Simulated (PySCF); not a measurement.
# BCl (SMILES [B]Cl) at CAM-B3LYP/ANO-RCC-MB (sfX2C)

What is the vertical ionisation energy of BCl at CAM-B3LYP/ANO-RCC-MB (sfX2C)? The job is set up through a Python script.

The calculation is run with PySCF 2.14.0.

## (1) The system as given

BCl has 2 atoms, charge 0, and is taken as a singlet. As SMILES, `[B]Cl`. The shape is that of a PBE0-D4/def2-TZVP optimisation.

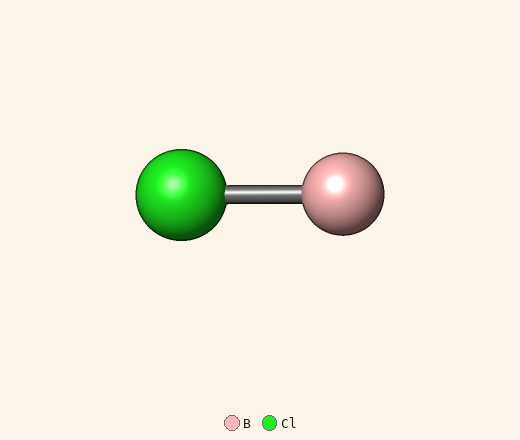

Viewed from a chosen angle; boron pink, chlorine green.

## (2) A single-point energy at CAM-B3LYP/ANO-RCC-MB (sfX2C)

The input, job.py:

```python
from pyscf import gto, dft

mol = gto.M(
    atom='''
B      0.000000     0.000000    -0.069660
Cl     0.000000     0.000000     1.648190
''',
    basis='ano-rcc-mb',
    spin=0,
    verbose=3,
    max_memory=1860,
)

myscf = dft.RKS(mol, xc='cam-b3lyp')
myscf = myscf.sfx2c1e()
myscf.conv_tol = 1e-10
myscf.grids.level = 4
myscf.kernel()
if not myscf.converged:
    myscf = myscf.newton().run(myscf.mo_coeff, myscf.mo_occ)

etot = myscf.e_tot
print('E = %.10f Eh' % etot)
```

The run is started by

```bash
$ OMP_NUM_THREADS=1 python job.py
```

Output:

```text
converged SCF energy = -486.343413750759
E = -486.3434137508 Eh
```

It took 2.4 s on 1 thread of Arm Neoverse V2, shared host; peak memory 0.16 GiB.

## (3) The doublet cation

The input, calc.py:

```python
from pyscf import gto, dft

mol = gto.M(
    atom='''
B      0.000000     0.000000    -0.069660
Cl     0.000000     0.000000     1.648190
''',
    basis='ano-rcc-mb',
    verbose=3,
    spin=1,
    charge=1,
    max_memory=1860,
)

ks = dft.UKS(mol)
ks.xc = 'cam-b3lyp'
ks = ks.x2c()
ks.conv_tol = 1e-10
ks.grids.level = 4
ks.kernel()
if not ks.converged:
    ks = ks.newton().run(ks.mo_coeff, ks.mo_occ)

etot = ks.e_tot
print('E = %.10f Eh' % etot)
```

The run is started by

```bash
$ OMP_NUM_THREADS=1 python calc.py
```

Output:

```text
converged SCF energy = -485.925630929535  <S^2> = 0.75552472  2S+1 = 2.0055171
E = -485.9256309295 Eh
```

Wall time 3.6 s (1 thread of Arm Neoverse V2, shared host); peak memory 0.16 GiB.

## (4) Summary of results

At CAM-B3LYP/ANO-RCC-MB (sfX2C):

```
                                          quantity          value
                         singlet BCl: total energy  -486.34341 Eh
                        singlet BCl: dipole moment         0.39 D
                          singlet BCl: HOMO energy       -9.25 eV
                          singlet BCl: LUMO energy       -1.04 eV
                        singlet BCl: HOMO–LUMO gap        8.21 eV
                      doublet cation: total energy  -485.92563 Eh
doublet cation: HOMO energy (highest over α and β)      -20.75 eV
 doublet cation: LUMO energy (lowest over α and β)      -13.36 eV
                              doublet cation: ⟨S²⟩          0.756
vertical ionisation energy (to the doublet cation)      11.368 eV
```

**Reading.** Removing an electron at fixed nuclei costs 11.37 eV (1097 kJ/mol). −ε(HOMO) before ionisation, 9.25 eV, is 2.12 eV below this ionisation energy. In a minimal basis such a difference can be off by several eV, whatever the method.
